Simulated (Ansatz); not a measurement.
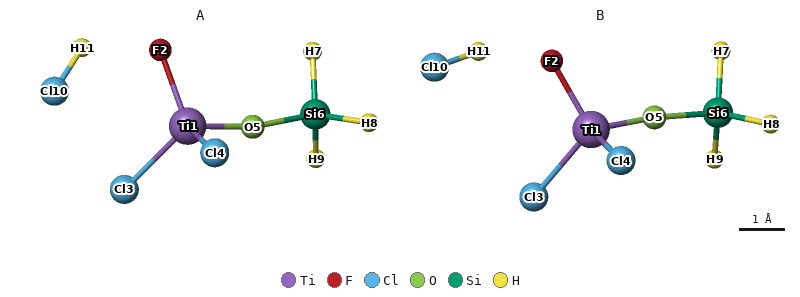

Two geometries of TiSiH$_{4}$OCl$_{3}$F, drawn at one scale. One is the start of a relaxation, the other its converged end. Style: ball-and-stick. Shown at a tilt.

Level of theory: RKS PBE/def2-SVP in Ansatz. (no spin polarisation; force threshold 0.03 eV/Å; at most 50 steps)

Which one is relaxed?

Structure B is the relaxed one. The run prepares an end point of a later path (reaction) calculation, from a guessed geometry. After 10 accepted moves (13 points after the start) the energy has fallen by 0.053 eV. Largest force component: 0.76 eV/Å at the start, 0.017 eV/Å at the end. The line search rejected the trial steps at points 2, 9, 12 of the run. The forces were under the threshold at step 10, but the run went on from there. Cl10 moves most after the best rigid fit: 0.71 Å. By element the largest moves are Cl 0.71 Å, F 0.36 Å, H 0.22 Å, O 0.22 Å, Ti 0.11 Å, Si 0.09 Å. Near-neighbour distances that change, for instance: Ti1–Cl10 3.571 → 4.258 Å, Cl10–H11 1.337 → 1.303 Å, Ti1–F2 1.803 → 1.769 Å. Bond angles that change, for instance: Ti1–O5–Si6 170.2° → 174.3°, F2–Ti1–O5 105.7° → 108.4°, Cl3–Ti1–Cl4 112.9° → 110.7°.
